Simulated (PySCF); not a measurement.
# Excited-state calculation of C$_{11}$H$_{14}$Si$_{11}$

System: C$_{11}$H$_{14}$Si$_{11}$.
Method: TDDFT PBE0/6-31G*, vertical, gas phase, core orbitals frozen in the response, virtual orbitals cut by energy (PySCF 2.14.0).

The geometry comes from this level: GFN2-xTB.

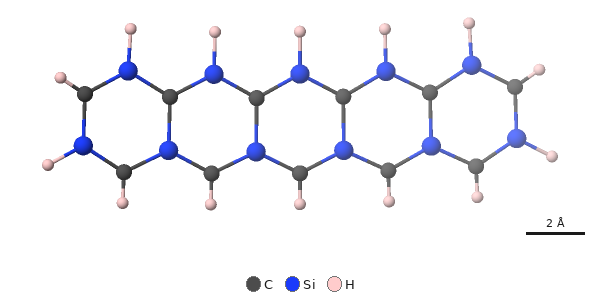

*The input geometry (ball-and-stick view, seen at a tilt).*

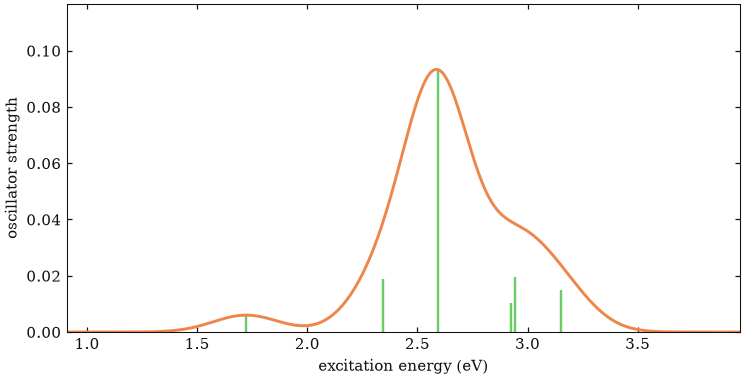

*Computed excitations as sticks (degenerate states added up, dark ones marked on the axis), with a Gaussian envelope of 0.35 eV full width at half maximum, scaled to the tallest.*

Of the 6 states the lowest lies at 1.72 eV (f = 0.006); the strongest line is at 2.59 eV, or 478 nm (f = 0.093).

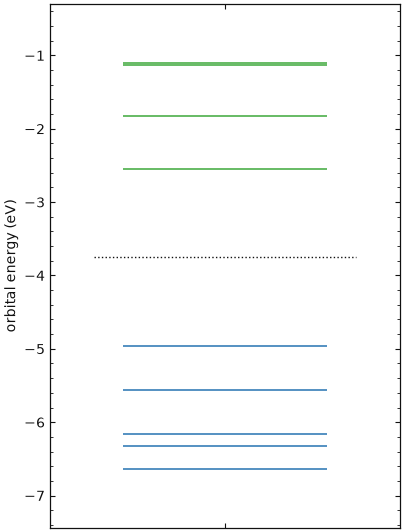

*Orbital energies near the frontier; the dotted line parts filled from empty levels, and levels within 0.02 eV of each other stand side by side.*

Highest filled −4.96 eV, lowest empty −2.55 eV, 2.41 eV apart.

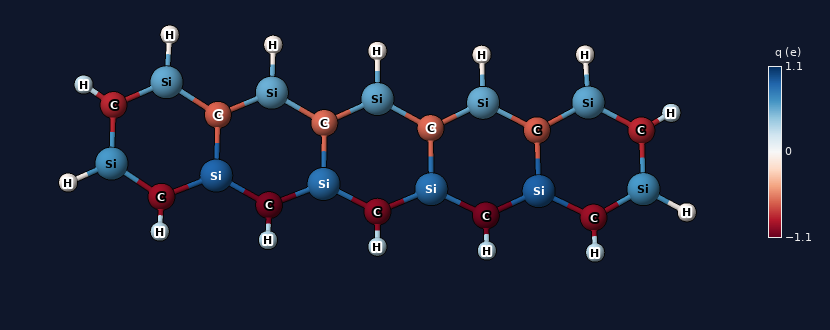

*ESP-fitted charges, as the colour of each atom (ball-and-stick view, seen at a tilt).*

By element: C −1.05 to −0.62, Si +0.55 to +0.90 and H −0.07 to +0.33 e.

The input and output of the run follow.

## Input file
```
{"job": {"kind": "uv", "basis": "6-31G*", "grid": 1, "kgrid": 0, "vcut": 1.5, "nstates": 6, "ntriplets": 2, "tda": false, "delta": [], "pop": true, "xc": "PBE0"}, "charge": 0, "multiplicity": 1}
C      8.028819     1.000410    -0.001366
Si     6.414760     1.785213     0.001488
C      4.852221     0.851786    -0.000505
Si     4.903241    -1.024907     0.001417
C      6.571206    -1.761328     0.001345
Si     8.090412    -0.810479     0.000891
C     -4.852126     0.850913     0.001220
Si    -6.414084     1.785321    -0.000575
C     -8.028534     1.001237    -0.000042
Si    -8.091498    -0.809744    -0.000187
C     -6.572991    -1.762161     0.000076
Si    -4.904504    -1.026026    -0.000440
C      1.616163     0.758638    -0.001603
Si    -0.000273     1.578787    -0.000409
C     -1.616702     0.758676    -0.000918
Si    -1.637629    -1.126336     0.000484
C      0.000038    -1.902732     0.001030
Si     1.637500    -1.126137     0.000137
Si     3.211858     1.619721     0.000287
C      3.297299    -1.859348     0.001243
Si    -3.212272     1.620082    -0.002178
C     -3.297760    -1.859293     0.000076
H      8.937074     1.587857    -0.001058
H      6.319200     3.259290    -0.000686
H      6.620801    -2.842670     0.001886
H      9.408179    -1.463388     0.000588
H     -6.317731     3.259505    -0.000229
H     -8.936512     1.589227    -0.000551
H     -9.410473    -1.460712     0.000793
H     -6.622798    -2.843648    -0.000619
H      0.000760     3.063170    -0.000201
H      0.000234    -2.986559     0.002529
H      3.170634     3.101043    -0.001625
H      3.328922    -2.942862     0.001355
H     -3.170562     3.101668     0.000103
H     -3.329220    -2.942859     0.000920
```

The first line tells a small driver script what to run in PySCF; the rest is the geometry in Å.

Launched with:
```bash
OMP_NUM_THREADS=2 python <driver script> task.json out
```

## Output
```
start: PBE on a coarse grid of 36902 points
cycle   1  E = -3608.9301635840  dE =  2.948e+00  |g| = 1.752e+00  |ddm| = 6.599e+00
cycle   2  E = -3604.3265700943  dE =  4.604e+00  |g| = 3.725e+00  |ddm| = 6.297e+00
cycle   3  E = -3609.4576557570  dE = -5.131e+00  |g| = 9.149e-01  |ddm| = 5.587e+00
cycle   4  E = -3609.8011504499  dE = -3.435e-01  |g| = 3.439e-01  |ddm| = 1.669e+00
cycle   5  E = -3609.8153146361  dE = -1.416e-02  |g| = 2.754e-01  |ddm| = 5.896e-01
cycle   6  E = -3609.8383435380  dE = -2.303e-02  |g| = 4.888e-02  |ddm| = 3.230e-01
cycle   7  E = -3609.8387419108  dE = -3.984e-04  |g| = 3.801e-02  |ddm| = 9.838e-02
cycle   8  E = -3609.8392379334  dE = -4.960e-04  |g| = 7.480e-03  |ddm| = 4.848e-02
final grid: 151900 points
cycle   9  E = -3609.8292665696  dE = -1.631e-02  |g| = 3.181e-02  |ddm| = 4.590e-01
cycle  10  E = -3609.8291209841  dE =  1.456e-04  |g| = 3.889e-02  |ddm| = 1.033e-01
cycle  11  E = -3609.8296859475  dE = -5.650e-04  |g| = 1.236e-02  |ddm| = 6.380e-02
cycle  12  E = -3609.8297294854  dE = -4.354e-05  |g| = 4.319e-03  |ddm| = 1.505e-02
cycle  13  E = -3609.8297371892  dE = -7.704e-06  |g| = 1.773e-03  |ddm| = 6.809e-03
cycle  14  E = -3609.8297396110  dE = -2.422e-06  |g| = 5.388e-04  |ddm| = 2.318e-03
cycle  15  E = -3609.8297349847  dE =  4.626e-06  |g| = 2.071e-04  |ddm| = 7.856e-04
cycle  16  E = -3609.8297377751  dE = -2.790e-06  |g| = 9.141e-05  |ddm| = 3.491e-04
converged SCF energy = -3609.8297377751

Static polarisability (au): isotropic 539.712, principal 191.776 376.038 1051.323

Singlet excitations
state   eV       nm        f      main configurations
  1   1.7216    720.2   0.00644   H->L 0.99
  2   2.3436    529.0   0.01886   H-1->L 0.75, H->L+1 0.23
  3   2.5918    478.4   0.09336   H->L+1 0.74, H-1->L 0.23
  4   2.9265    423.7   0.01037   H-3->L 0.54, H->L+3 0.38
  5   2.9425    421.4   0.01957   H-2->L 0.78, H-1->L+1 0.14
  6   3.1497    393.6   0.01488   H->L+2 0.52, H-1->L+1 0.28, H-2->L 0.18

Triplet excitations (Tamm-Dancoff, eV): 1.5900 1.9783
```

## Summary

| quantity | value |
| --- | --- |
| outcome | converged |
| total energy | −3609.829738 hartree |
| HOMO | −4.96 eV |
| LUMO | −2.55 eV |
| dipole moment | 3.97 D |
| mean polarisability | 539.71 a.u. |
| lowest singlet excitation | 1.72 eV |
| hardware | 2 CPU threads, shared host |
| wall time | 98 s (CPU time 3.1 min) |
| peak memory | 1.3 GiB |
